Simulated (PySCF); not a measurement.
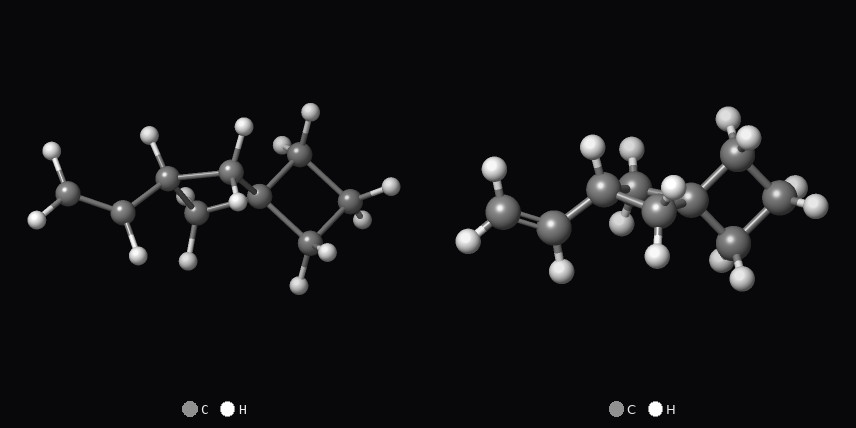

The same structure drawn twice, from different directions.

The geometry was computed by an optimisation with GFN2-xTB. No frequency run is at hand to confirm it as a minimum.

Identify the structure.

The molecule is C9H14. SMILES: `C=CC1CC2(CCC2)C1`. Independent rings (smallest set): 2 of 4 members. Among its groups: alkene. Coordination, clear cases only: 2 C trigonal planar.

The parts below concern this one geometry. Atoms keep their numbers from picture to picture.

**Geometry**

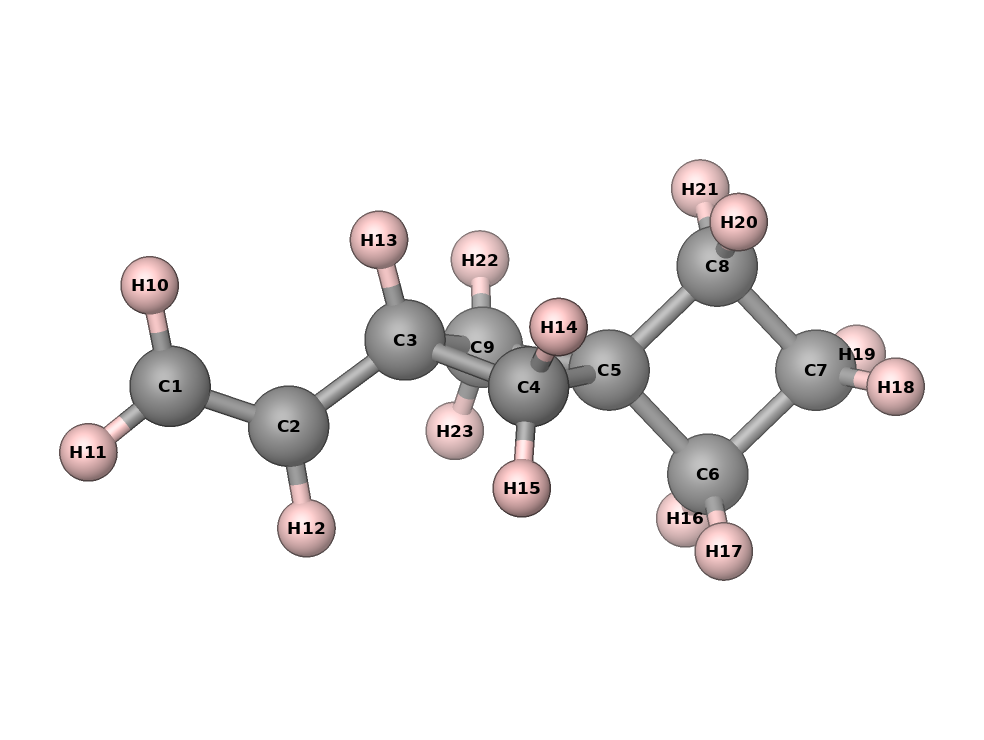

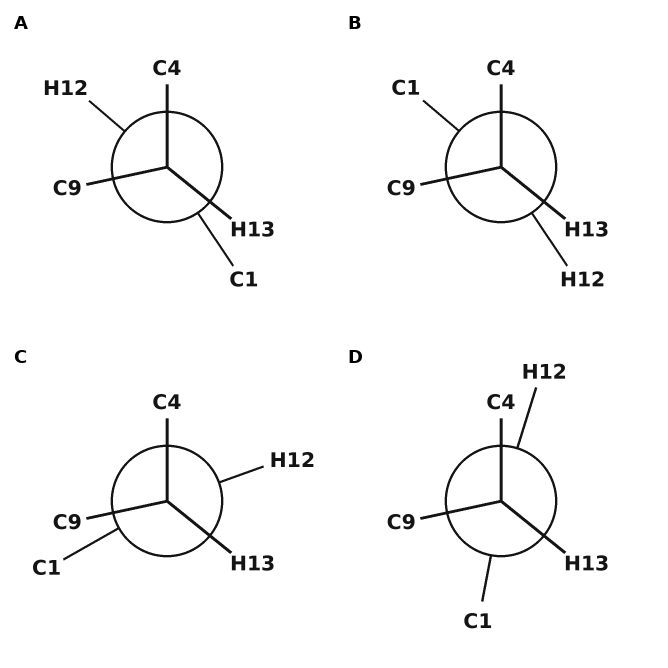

Atoms fade into the background with distance from the viewer. Bonds that would overlap in a projection are set slightly apart. No frequency run is at hand to confirm it as a minimum.

Question: Which Newman projection shows the view along C3–C2, with C3 in front?

Answer: A. The torsion angle C4–C3–C2–C1 is 131°, anticlinal.

**Ring current**

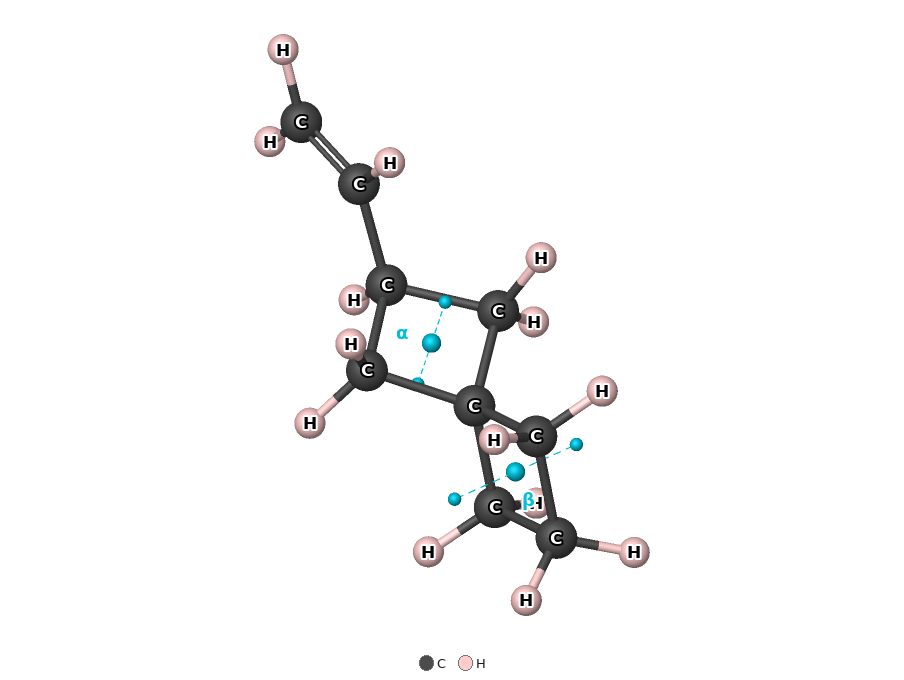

The small points mark where nucleus-independent chemical shifts (NICS) were computed: at the centre of each lettered ring and 1 Å above and below it. No frequency run is at hand to confirm it as a minimum. Level of theory: GIAO PBE0/pcSseg-1 NMR shielding, non-relativistic, gas phase (PySCF 2.14.0).

Give NICS(0), NICS(1) and the out-of-plane component NICS(1)zz for each ring (means of the two sides).

```csv
ring,members,NICS(0),NICS(1),NICS(1)zz
α,C4,−1.0,−0.8,4.2
β,C4,0.6,−0.1,5.1
```

Values in ppm.

**NMR shielding**

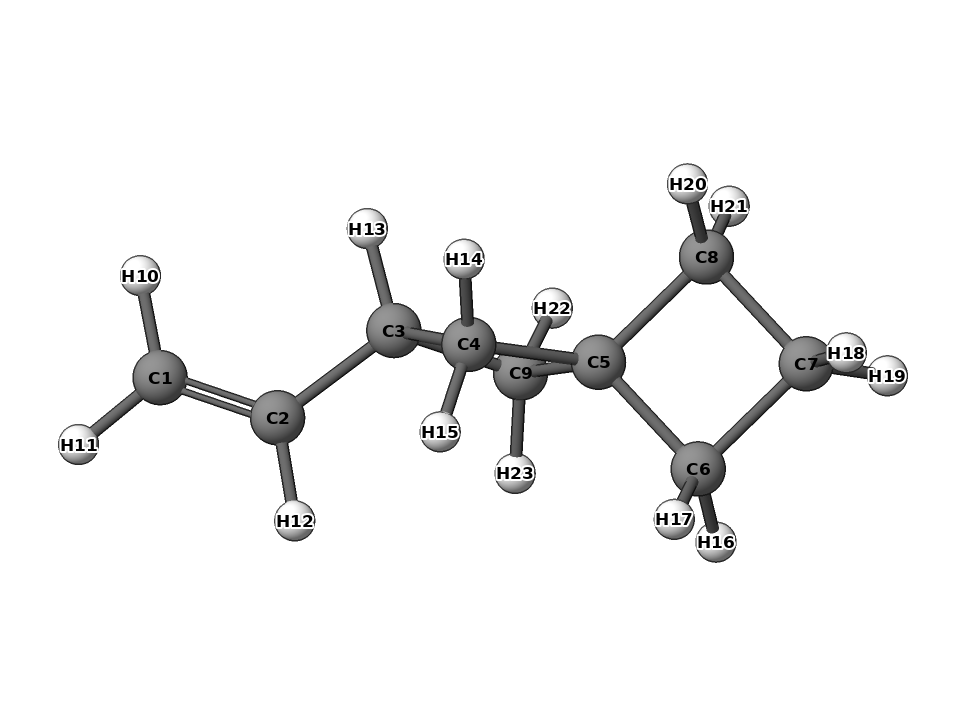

The questions are on isotropic NMR shieldings of the H atoms. No frequency run is at hand to confirm it as a minimum. Method: GIAO PBE0/pcSseg-1 NMR shielding, non-relativistic, gas phase (PySCF 2.14.0).

Question: Which H atom is the most shielded (lowest chemical shift)?

Answer: H15, H23 (29.94 to 29.96 ppm).

Question: Which H atom is the least shielded (highest chemical shift)?

Answer: H12 (25.70 ppm).

Question: How wide is the range of H shifts?

Answer: 4.26 ppm.

Give the isotropic NMR shieldings of the H atoms atom by atom.

```
atom  σ (ppm)
 H10    26.57
 H11    26.69
 H12    25.70
 H13    29.14
 H14    29.48
 H15    29.94
 H16    29.73
 H17    29.72
 H18    29.83
 H19    29.82
 H20    29.58
 H21    29.58
 H22    29.48
 H23    29.96
```

**Dipole moment**

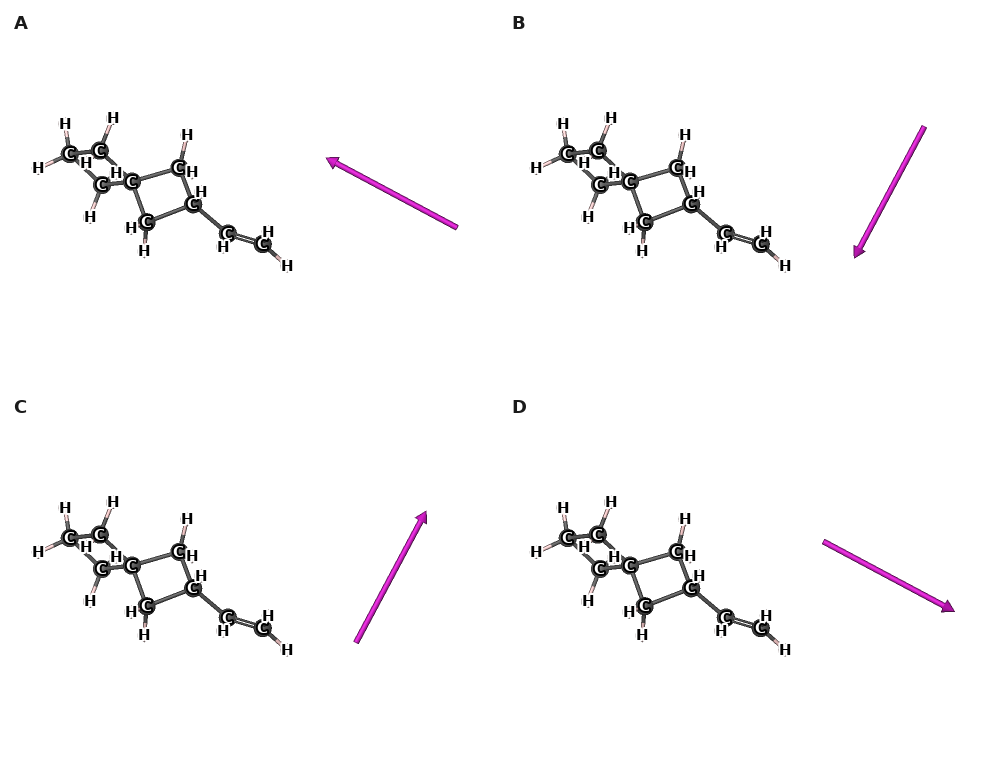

The same molecule four times, each with an arrow. No frequency run is at hand to confirm it as a minimum. Properties computed with PBE0/pcSseg-1, gas phase (PySCF 2.14.0).

Question: Which arrow points along the dipole moment, from the negative to the positive end?

Answer: A. The dipole moment is 0.40 D.

**Charges**

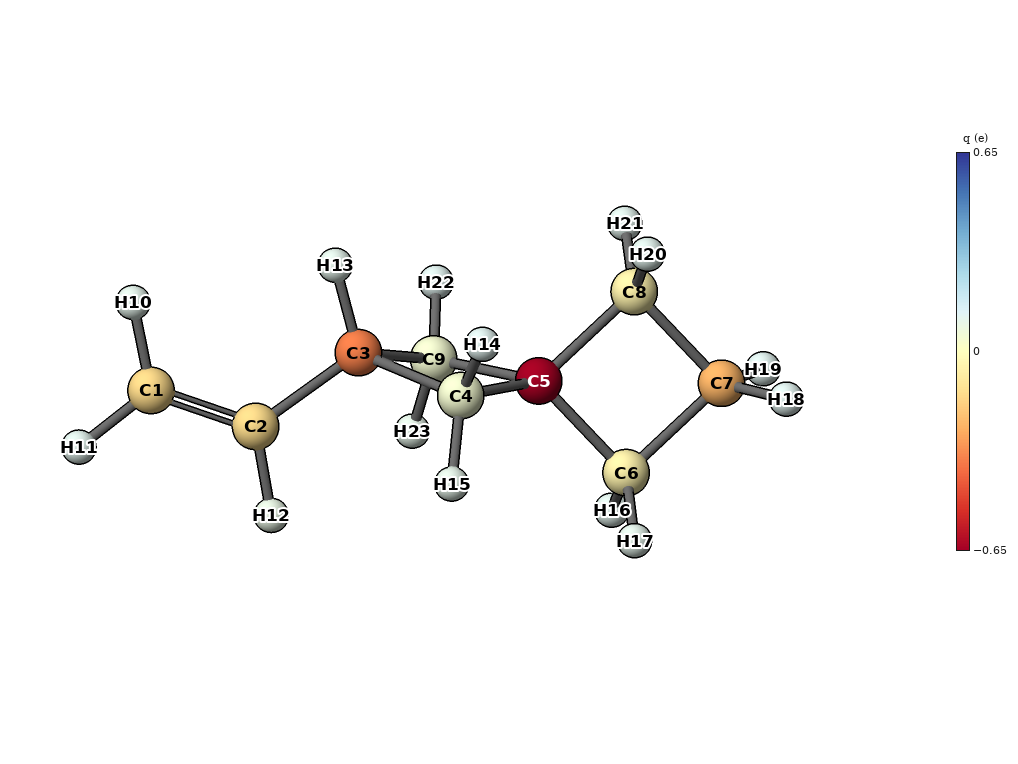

Atoms are coloured by their Mulliken charges. No frequency run is at hand to confirm it as a minimum. Properties computed with PBE0/pcSseg-1, gas phase (PySCF 2.14.0).

Question: Which atom carries the highest charge (most positive or least negative)?

Answer: H18, H19 (0.12 e).

Question: And the lowest?

Answer: C5 (−0.64 e).

List the Mulliken charges.

```csv
atom,value (e)
C1,−0.14
C2,−0.13
C3,−0.35
C4,0.05
C5,−0.64
C6,−0.05
C7,−0.24
C8,−0.05
C9,0.04
H10,0.11
H11,0.11
H12,0.09
H13,0.11
H14,0.11
H15,0.10
H16,0.11
H17,0.11
H18,0.12
H19,0.12
H20,0.11
H21,0.11
H22,0.11
H23,0.10
```

Mulliken values depend strongly on the basis set and can even reverse the polarity of a bond.
